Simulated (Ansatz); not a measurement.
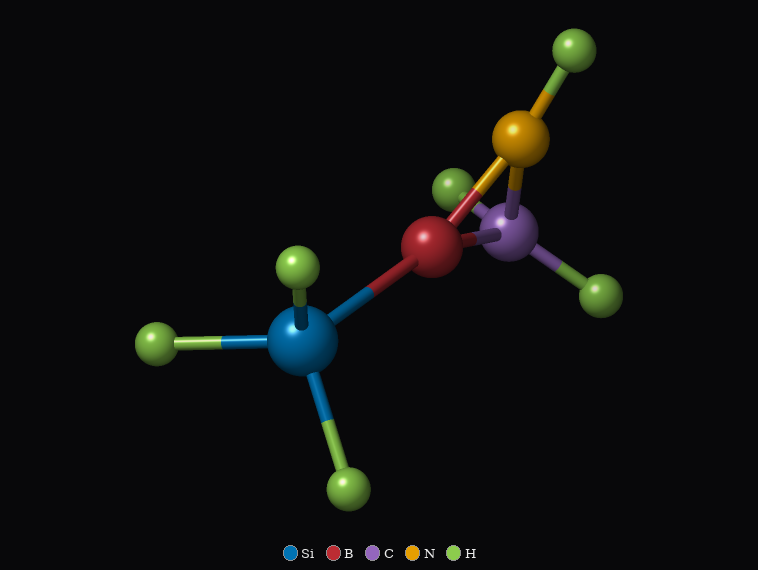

Ball-and-stick drawing of a structure. Every bond is drawn as one stick, whatever its order.

> Which formula does it have?

CH6BNSi, 10 atoms: 1 carbon, 6 hydrogen, 1 boron, 1 nitrogen and 1 silicon.

> Give a SMILES string for it.

[SiH3]B1CN1

> Describe its rings.

Independent rings (smallest set): 1 of 3 members.

More results for the same structure follow; atom numbers are the same in all pictures, views and colours differ. The computed structure is the end point of a PBE0-D4/def2-TZVP optimisation.

Geometry

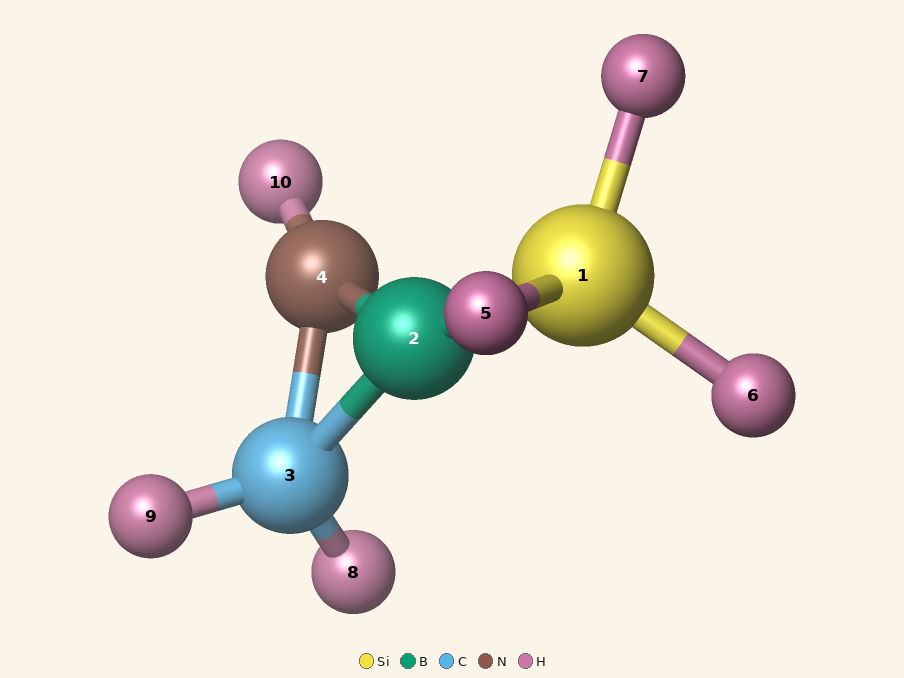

Give the bond lengths.

```tsv
bond	length (Å)	order
Si1–B2	1.987	single
Si1–H5	1.489	single
Si1–H6	1.489	single
Si1–H7	1.488	single
B2–C3	1.575	single
B2–N4	1.344	single
C3–N4	1.457	single
C3–H8	1.089	single
C3–H9	1.089	single
N4–H10	1.003	single
```

Vibrations

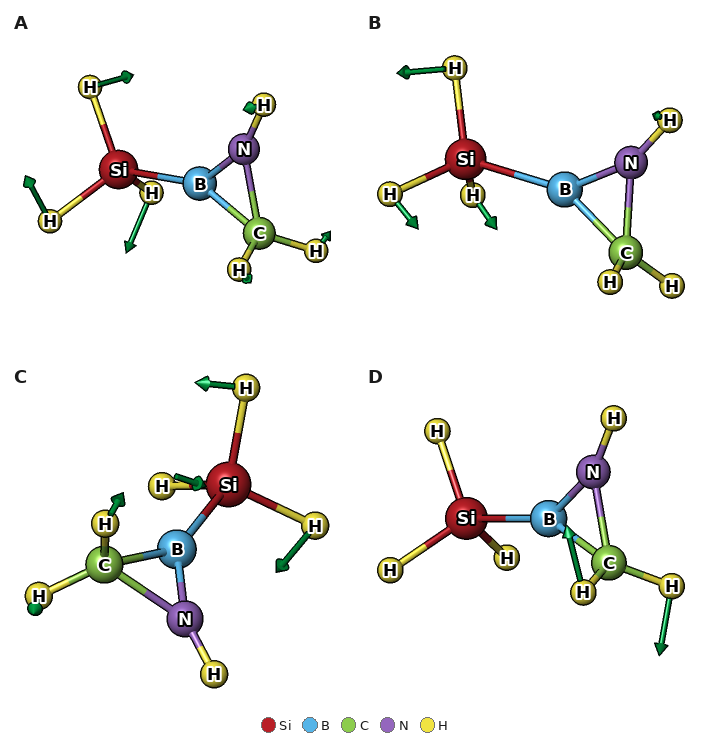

4 normal modes of one molecule or complex, as arrows. Harmonic vibrations computed with RKS PBE0-D4/def2-TZVP (Ansatz 0.2.0) at a stationary point of the same level.

> Match the panels to the wavenumbers 69 cm⁻¹, 586 cm⁻¹, 950 cm⁻¹, 1136 cm⁻¹.

A: 69 cm⁻¹, a torsion or out-of-plane motion in which bond lengths and bond angles hardly change
B: 586 cm⁻¹, B–Si–H bending
C: 950 cm⁻¹, H–Si–H bending
D: 1136 cm⁻¹, H–C–N bending

Dipole moment

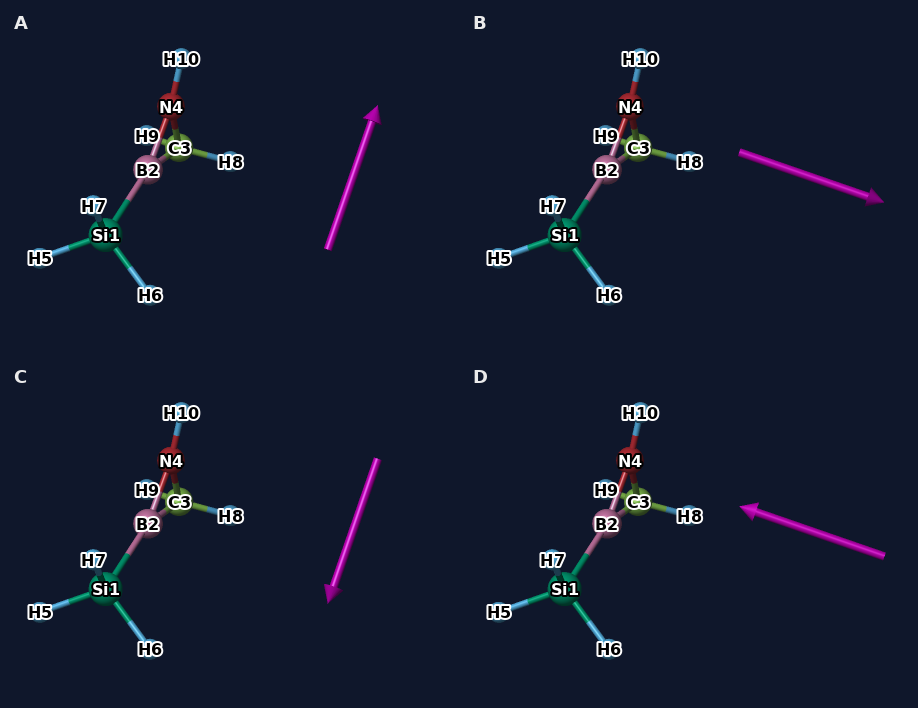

The same molecule four times, each with an arrow. Method: RKS PBE0-D4/def2-TZVP (Ansatz 0.2.0).

> Which arrow points along the dipole moment, from the negative to the positive end?

A. The dipole moment is 1.56 D; it points from the side of H5, H6 to the side of H10 (the outermost atoms at the two ends).

Electronic properties

Method: RKS PBE0-D4/def2-TZVPP (Ansatz 0.2.0).

What does the calculation give?

- HOMO energy (Kohn–Sham orbital): −7.73 eV
- LUMO energy (Kohn–Sham orbital): −0.60 eV
- HOMO–LUMO gap: 7.13 eV
- dispersion correction: −13.8 kJ/mol
